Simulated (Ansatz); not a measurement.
**A computed series for Nb: pressure series**

The parent structure is Nb in the bcc (W type) structure (space group Im-3m, No. 229; a = 3.303 Å).

Cell and atoms are relaxed at each pressure.

Level of theory: r2SCAN (Ansatz, a quantum-chemistry and plane-wave program), without spin-orbit coupling.

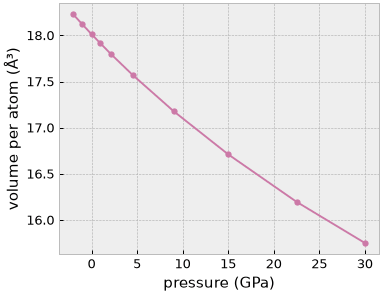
Figure: Volume per atom against pressure

Q: From the plot, what is the volume per atom for pressure 4.5 GPa?

A: About 17.6 Å³.

Q: Is the trend monotonic over the range shown?

A: Yes, it falls throughout, spanning 15.75 Å³ to 18.23 Å³.

Load acts through the strain it causes; cell and atoms are relaxed under it. Whether these cells are dynamically stable was not tested. Competing high-pressure phases were not computed. The final runs are not spin-polarised.
